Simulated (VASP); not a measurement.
Band structure of MgI2 (1T layered). These are rev-vdW-DF2, VASP's PBE PAW potentials (set 64) (plane waves; VASP 6.6.1) values and carry that method's errors.

Unless said otherwise, spin-orbit coupling is left out, though it shifts the bands of the heavy elements here.

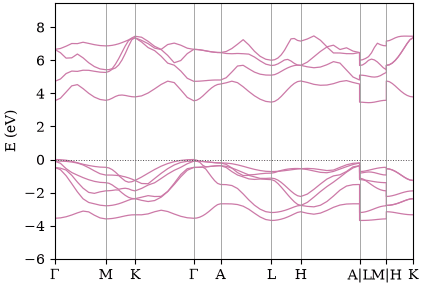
Figure: Bands along high-symmetry lines, zero at the valence-band maximum or, without a gap, the Fermi level

**Question.** Read the plot: is there a gap, and where are the band edges?

**Answer.** The gap is indirect, 3.44 eV, from the valence maximum at Γ to the conduction minimum at L-M at 0.33. (Edges off the drawn lines would not show.)

The compound is MgI2 in the 1T layered structure. It was relaxed first.
